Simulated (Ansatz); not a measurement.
# Lattice dynamics of ReS2 monolayer (2H), part 2 of 3

How does ReS2 monolayer (2H) vibrate, and is this structure a minimum?

Ansatz 0.2.0; DFT PBEsol, scalar-relativistic, plane waves, PAW.

So far. Step 2 (Bringing the structure to rest): The program solves this slab on a cell height of its own, 30.0 Å, in place of the one typed.

## (3) Relaxing to small forces for the phonons

Phonons need a cell at rest on their own settings, so the relaxation is repeated with tight tolerances on forces and stress on the k mesh and occupations of the first response run.

input.yaml reads:

```yaml
crystal:
  lattice:
    - [3.0030094821, 0.0, 0.0]
    - [-1.5015047411, 2.6006824993, 0.0]
    - [0.0, 0.0, 30.0]
  atoms:
    - { symbol: Re, position: [0.3333333333, 0.6666666667, 0.3333333333] }
    - { symbol: S, position: [0.6666666667, 0.3333333333, 0.3888455974] }
    - { symbol: S, position: [0.6666666667, 0.3333333333, 0.2778210693] }
  periodic: [true, true, false]
kpoints:
  mp_grid: { grid: [18, 18, 1] }
hamiltonian:
  xc: pbesol
scf:
  occupations: { method: methfessel_paxton, width: 0.15 }
output:
  forces: true
  stress: true
  eigenvalues: true
  write_density: true
  write_potential: true
  elf: true
  volumetric_format: npy
relax:
  adjacent_minimum: "off"
  f_tol: 0.001
  max_steps: 60
  cell: { stress_2d_tol: 0.002 }
```

The run is started by

```sh
> ansatz run input.yaml --threads 8 --pin off --max-ram 14336MiB --backend cpu --events-out ev --progress --plain --runs-dir out
```

Numbers of over 12 decimals in the logs are rounded to 6 here.

Output:

```text
[...]
Crystal: 3 atoms, lattice volume = 234.296 Å³
Basis set: ecut = 420 eV, 4409 PW (Γ), exchange–correlation on 48×48×432 points (8 copies of the dense FFT grid, shifted against one another)
Bands: 18, of which v1, the nominal top of the filled ones, is band 14 counted from 1 (13 counted from 0)
Symmetry: 12 space group operations
[...]
--- Relaxed structure (3 steps of the walk, 3 accepted, 1 SCFs on fresh bases) ---
[...]
cell:  # Å, volume = 233.9184 Å³
    - [3.000587, 2.884416100246509e-11, 0]
    - [-1.500294, 2.598585, 0]
    - [0, 0, 30.0]
  atoms:
    - { symbol: Re, position: [0.333333, 0.666667, 0.333333] }
    - { symbol: S, position: [0.666667, 0.333333, 0.388899] }
    - { symbol: S, position: [0.666667, 0.333333, 0.277768] }
[key lines of the parts left out:]
SCF converged after 7 iterations
Free energy (F): -12507.989386 eV
Fermi energy:    -4.360407 eV
P = ½ c Tr σ = 0.0002 N/m
```

Run time: 13 s. Hardware: 8 threads of Arm Neoverse V1, shared host; peak memory 0.71 GiB; 96 s of CPU time.

Little changed from the start: no atom moved by 0.005 Å and no cell edge by 0.1 %.

Numbers from this step:

| Quantity | Value |
| --- | --- |
| area per atom | 2.599 Å² |

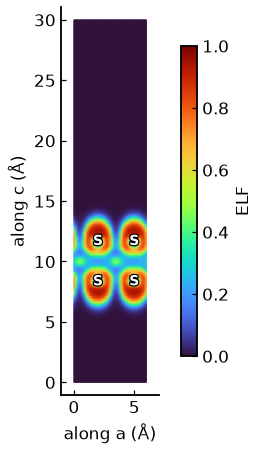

ELF in the ac plane at fractional y = 0.333, with atoms of S within 0.2 Å of it. It is the smooth field of the valence electrons, not physical close to the nuclei.

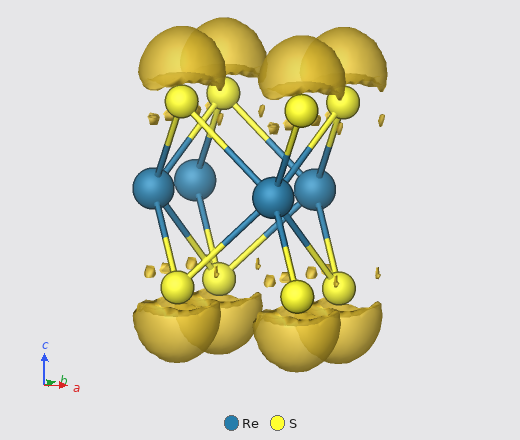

Surface of ELF = 0.85. 2×2×1 cells are drawn.

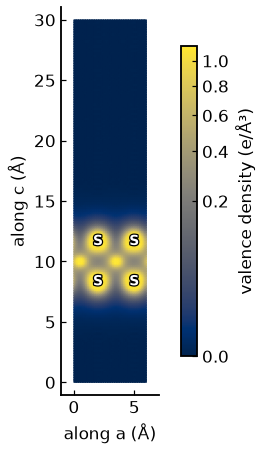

Valence density in the ac plane at fractional y = 0.333, with atoms of S within 0.2 Å of it. It is the smooth field of the valence electrons, not physical close to the nuclei. The colour scale is stretched toward low values.

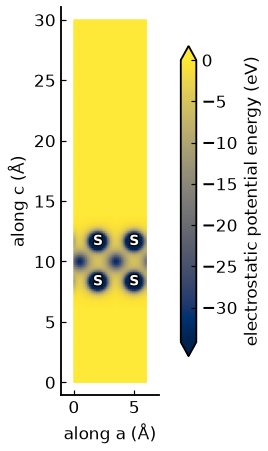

Electrostatic potential energy in the ac plane at fractional y = 0.333, with atoms of S within 0.2 Å of it. With pseudopotentials it is smooth inside the atoms' cores, unlike the true potential.

The largest force component left is 0.11 meV/Å, within the tolerances set.

## (4) Linear response at the zone centre

The zone centre comes first: it holds the modes that light can see, as far as symmetry allows. No field response is asked, since the mesh shows no gap.

input.yaml, the sections that differ from step 3:

```yaml
crystal:
  lattice:
    - [3.0005873966, 0.0, 0.0]
    - [-1.5002936983, 2.5985849117, 0.0]
    - [0.0, 0.0, 30.0]
  atoms:
    - { symbol: Re, position: [0.3333333333, 0.6666666667, 0.3333333333] }
    - { symbol: S, position: [0.6666666667, 0.3333333333, 0.3888986507] }
    - { symbol: S, position: [0.6666666667, 0.3333333333, 0.277768016] }
  periodic: [true, true, false]
output:
  eigenvalues: true
phonons:
  method: dfpt
# kpoints, hamiltonian, scf: as in step 3
# relax: removed
```

Output:

```text
[...]
Crystal: 3 atoms, lattice volume = 233.918 Å³
Basis set: ecut = 420 eV, 4409 PW (Γ), exchange–correlation on 48×48×432 points (8 copies of the dense FFT grid, shifted against one another)
Bands: 18, of which v1, the nominal top of the filled ones, is band 14 counted from 1 (13 counted from 0)
Symmetry: 12 space group operations
k-points: 91 of 324 (irreducible under 2 space group operations, time reversal used)
[...]
SCF iter   1: F=—  HF=-12507.991516 eV  |F-HF|=—  |Δ(HF+E_count)|=         —  Δρ=4.43e-3  dr2=5.21e-2  ethr=1.77e-3  ⟨swp⟩=14.2  Hψ=16380  notcnv=0
[...]
SCF iter  10: F=-12507.989386 eV  HF=-12507.989386 eV  |F-HF|=0.00e0  |Δ(HF+E_count)|=  4.58e-10  S|Δr|=    0.00e0  Δρ=1.03e-8  dr2=2.41e-13  ethr=1.00e-12  ⟨swp⟩=16.4  Hψ=16112  notcnv=0
SCF 1 converged in 10 iterations: F = -12507.989386 eV  dr2 = 2.41e-13
[...]
DFPT response loops at Γ: preconditioner auto → none (partly filled bands, converged f_vac=0.757); β = 0.50; Broyden in place of MSR1
SCF converged after 10 iterations
[...]
Free energy (F): -12507.989386 eV
[...]
Internal energy: -12507.988973 eV  (E = F + TS)
E sigma→0 (E₀):  -12507.989282 eV
Entropy (-TS):   -0.000413 eV (-0.138 meV/atom)
Fermi energy:    -4.360407 eV
[...]
--- Band table (eV; the first three rows and the last of 91) ---
  k-point 0: bands = [... 10 lower, -7.5388, -7.4779, -7.4779, -3.1014, -3.1014, -3.0613, -3.0613, -0.7059]
  k-point 1: bands = [... 10 lower, -7.5697, -7.5307, -7.4414, -3.2911, -3.2198, -3.1311, -3.0197, -0.5961]
  k-point 2: bands = [... 10 lower, -7.8126, -7.5255, -7.4268, -3.8093, -3.4471, -3.3147, -2.8120, -0.3525]
  k-point 90: bands = [... 10 lower, -9.5797, -8.4046, -7.1074, -4.4100, -3.6028, -3.0219, -1.5196, 0.3601]
--- Phonons (Γ-DFPT): 4 representative perturbations + reference, on 91 of 324 k-points (Σ response iterations 22) ---
  k mesh reduced under 2 symmetry operations, with k and −k counted as one. Each operation leaves every solved perturbation unchanged. A smaller set is not used because it would not reduce the number of displacements times k-points to solve
  ASR residual: 2.574e-5 → 0.000e0 eV/Å²; symmetrization residual: 1.309e-5 eV/Å²
  ASR residual per site (eV/Å²): 1.02e-5 2.57e-5 2.57e-5
  Γ frequencies (cm⁻¹): 0.00 0.00 0.00 242.30 258.28 258.28 316.39 316.39 388.25
  non-analytic LO–TO correction: not included (Born effective charges unavailable; polar crystals: no LO–TO splitting at Γ)
```

The job ended after 42 s (8 threads; peak memory 1.7 GiB).

Numbers from this step:

```yaml
sum_rule_residual_before_enforcement: 2.57e-5 eV/Å²
point_group: -6m2
highest_optical_mode_at_the_zone_centre_no_lo_to_term: 388.2 cm⁻¹
lowest_optical_zone_centre_mode: 242.3 cm⁻¹
```

Patterns of degenerate modes are one choice out of their space. Modes at Γ, with each element's share of the kinetic energy:

```
mode  frequency (cm⁻¹)  symmetry  Re %  S %
   1               0.0  acoustic    74   26
   2               0.0  acoustic    74   26
   3               0.0  acoustic    74   26
   4             242.3      A2''    26   74
   5             258.3       E''     0  100
   6             258.3       E''     0  100
   7             316.4        E'    26   74
   8             316.4        E'    26   74
   9             388.2       A1'     0  100
```

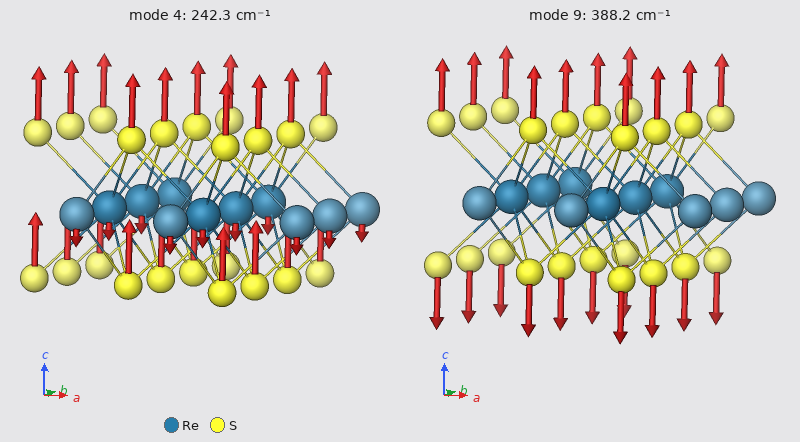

Displacement patterns of modes 4 and 9 at Γ; arrows are exaggerated. 2×3×1 cells are drawn. Some periodic images of atoms are drawn too.

Before it was imposed, the acoustic sum rule was missed by 2.6e-5 eV/Å². Small misses are needed for a sound result but don't prove that mesh and cutoff are converged. The lowest optical mode is real, 242 cm⁻¹.

## (5) Response at finite wavevector

Stability and thermal properties need the whole zone. Linear response on a 6×6×1 q mesh gives force constants as far as a supercell of that size would.

Changes to input.yaml since step 4:

```diff
@@ -20 +20,10 @@
   method: dfpt
+  qmesh: [6, 6, 1]
+  temperatures: { t_max: 1000, t_step: 50 }
+  qpath:
+    path:
+      - [0.0, 0.0, 0.0]
+      - [0.5, 0.0, 0.0]
+      - [0.33333333, 0.33333333, 0.0]
+      - [0.0, 0.0, 0.0]
+    npoints: 10
```

Output:

```text
[...]
Crystal: 3 atoms, lattice volume = 233.918 Å³
Basis set: ecut = 420 eV, 4409 PW (Γ), exchange–correlation on 48×48×432 points (8 copies of the dense FFT grid, shifted against one another)
Bands: 18, of which v1, the nominal top of the filled ones, is band 14 counted from 1 (13 counted from 0)
Symmetry: 12 space group operations
k-points: 37 of 324 (time reversal used)
[...]
SCF iter   1: F=—  HF=-12507.991426 eV  |F-HF|=—  |Δ(HF+E_count)|=         —  Δρ=4.43e-3  dr2=5.21e-2  ethr=1.77e-3  ⟨swp⟩=14.0  Hψ=6580  notcnv=0
[...]
SCF iter  10: F=-12507.989386 eV  HF=-12507.989386 eV  |F-HF|=1.09e-11  |Δ(HF+E_count)|=  4.82e-10  S|Δr|=    0.00e0  Δρ=1.10e-8  dr2=1.80e-13  ethr=1.00e-12  ⟨swp⟩=9.8  Hψ=4221  notcnv=0
SCF 1 converged in 10 iterations: F = -12507.989386 eV  dr2 = 1.80e-13
[...]
phonons: the bands overlap, so this run is a metal and interpolates without the dipole-dipole term. If the crystal is really an insulator or semiconductor, its LO-TO splitting is missing
NSCF: frozen V_eff on 37 k-points
WARN: eigensolver did not converge (k=0): 1 band(s) unlocked after 2 eigensolves, warm-restarted (20 sweeps on the last) at ethr=1.11e-12 eV (storage-precision floor; scheduled 1.00e-12 eV) (lowest unlocked band 17, counted from 0; max residual 7.40e-5 eV among the unlocked bands, 7.40e-5 eV over every band; other slots of this pass that fall short are told together in one closing line; warning suppressed until the next SCF loop or pass starts)
WARN: eigensolver did not converge in 16 slots of this pass, the one above among them; of largest residual over every band (k=2): 1 band(s) unlocked (lowest unlocked band 17, counted from 0; max residual 2.99e-4 eV among the unlocked bands, 2.99e-4 eV over every band); of lowest unlocked band (k=0): band 17
[...]
DFPT response loops at q = (0, 0, 0) (fractional): preconditioner auto → none (partly filled bands, converged f_vac=0.757); β = 0.50; Broyden in place of MSR1
[...]
SCF converged after 10 iterations
[...]
Free energy (F): -12507.989386 eV
[...]
Internal energy: -12507.988973 eV  (E = F + TS)
E sigma→0 (E₀):  -12507.989282 eV
Entropy (-TS):   -0.000413 eV (-0.138 meV/atom)
Fermi energy:    -4.360407 eV
[...]
--- Band table (eV; the first three rows and the last of 37) ---
  k-point 0: bands = [... 10 lower, -7.5388, -7.4779, -7.4779, -3.1014, -3.1014, -3.0613, -3.0613, -0.7059]
  k-point 1: bands = [... 10 lower, -7.5697, -7.5307, -7.4414, -3.2911, -3.2198, -3.1311, -3.0197, -0.5961]
  k-point 2: bands = [... 10 lower, -7.8126, -7.5255, -7.4268, -3.8093, -3.4471, -3.3147, -2.8120, -0.3525]
  k-point 36: bands = [... 10 lower, -9.7957, -9.0486, -6.6712, -4.3032, -3.9987, -2.8185, -0.8981, -0.0943]
--- Phonons (Γ-DFPT): 4 representative perturbations + reference (Σ response iterations 18) ---
  ASR residual: 3.321e-5 → 0.000e0 eV/Å²; symmetrization residual: 2.821e-6 eV/Å²
  ASR residual per site (eV/Å²): 3.32e-5 2.17e-5 2.17e-5
  Γ frequencies (cm⁻¹): 0.00 0.00 0.00 242.30 258.28 258.28 316.39 316.39 388.25
--- Phonons (arbitrary-q DFPT): 7 irreducible q on the 6×6×1 mesh ---
  q = [0.0000, 0.0000, 0.0000] (star 1, of the zone-centre solve; hermiticity 3.21e-7, symmetrization 1.61e-13): -0.00 0.00 0.00 242.30 258.28 258.28 316.39 316.39 388.25
  q = [0.0000, 0.1667, 0.0000] (star 6, 6 solved perturbations on 171 of 324 k-point pairs; hermiticity 6.07e-7, symmetrization 9.10e-10): 44.02 65.40 90.82 238.05 264.01 301.69 306.98 312.97 360.78
[...]
q = [0.1667, 0.1667, 0.0000] (star 6, 4 solved perturbations in 990 linear systems a pass and spin channel, the states on 324 of 324 k-point pairs; hermiticity 2.81e-7, symmetrization 4.75e-11): -63.08 98.67 103.58 250.48 268.93 275.98 300.29 309.55 327.31
[...]
sum rule: each row above includes the acoustic sum rule's correction from the zone centre's row sums; it moved no ω² by more than (0.43 cm⁻¹)²
  mesh force constants: q→R imaginary residual 1.24e-18; ASR residual 3.321e-5 → 0.000e0 eV/Å²; symmetrization residual 1.066e-14 eV/Å²
  interpolated dispersion: 31 rows × 9 modes
  density of states and harmonic sums: on the 24×24×1 q-mesh, interpolated from the force constants of a 6×6×1 supercell (no non-analytic term)
  largest difference from the sums on the solved wave vectors: F 6.19e-2 eV, S 7.94e-5 and C_V 1.78e-5 eV/K
  zero-point energy: 0.121941 eV/cell   skipped modes (ω ≤ 0): 49, of them read as no rigid motion or as one in doubt: 46 (7.639e-1 modes/cell left out, lowest -226.32 cm⁻¹)   left out of the sums: 8.55e-2 of the cell's modes: C_V's classical limit lies that fraction below 3 k_B per atom; for a crystal, a wire or a layer, F and S can be off by more, and a phonons.interpolated_qmesh denser along its periods is the remedy for the sampling
```

The job ended after 9.4 min (8 threads; peak memory 3.1 GiB; 74 min of CPU time).

This step gave:

```
sum-rule residual before enforcement                    : 3.32e-5 eV/Å²
lowest frequency on the path                            : -226.3 cm⁻¹
highest frequency on the path or at a solved wavevector : 388.3 cm⁻¹
lowest mode on the q mesh (acoustic modes at Γ apart)   : -226.3 cm⁻¹
```

Frequencies (cm⁻¹) solved at each irreducible wavevector; negative means imaginary. Frequencies by wavevector, by row:

```
q in reciprocal lattice units  star  mode 1  mode 2  mode 3  mode 4  mode 5  mode 6  mode 7  mode 8  mode 9
                        0 0 0     1       0       0       0   242.3   258.3   258.3   316.4   316.4   388.2
                   0 0.1667 0     6      44    65.4    90.8   238.1     264   301.7     307     313   360.8
                   0 0.3333 0     6  -112.8    78.1   123.3   253.6   270.2   291.8   294.1   294.8   333.9
                     0 -0.5 0     3  -226.3   -38.8   156.8   241.8   275.4   282.7   292.6   312.3   345.1
              0.1667 0.1667 0     6   -63.1    98.7   103.6   250.5   268.9     276   300.3   309.6   327.3
              0.1667 0.3333 0    12  -143.2      84   146.1   252.9   283.4   292.4   295.1   313.3   334.2
              0.3333 0.3333 0     2  -131.6    68.2   155.4   279.3   281.9   292.6     297   311.9   326.4
```

Interpolated from a 6×6×1 q mesh. The phonon branches at the labelled points (cm⁻¹):

```
point  branch 1  branch 2  branch 3  branch 4  branch 5  branch 6  branch 7  branch 8  branch 9
    Γ         0         0         0       242       258       258       316       316       388
    M      -226       -39       157       242       275       283       293       312       345
    K      -132        68       155       279       282       293       297       312       326
    Γ         0         0         0       242       258       258       316       316       388
```

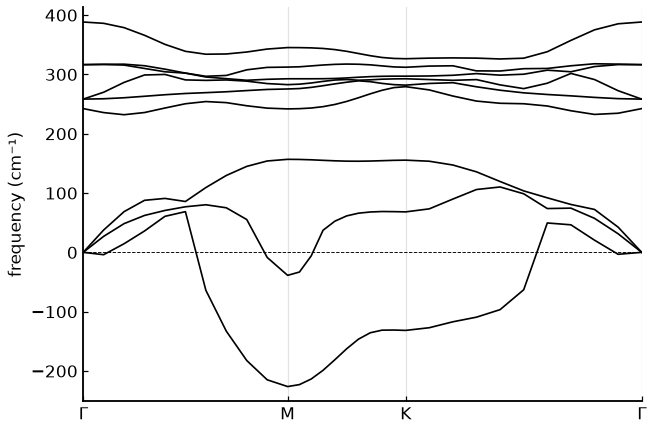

Phonon branches along the path.

[end of part 2 of 3]

[Logs are printed without paths, hosts, clocks, repeated set-up lines and the standing remarks that a program may print on its own settings, such as how far it seeks lower states.]

[Hosts, paths, dates, database ids (printed as entryN), source tags and the programs' standing remarks are cut or masked in the printed files.]
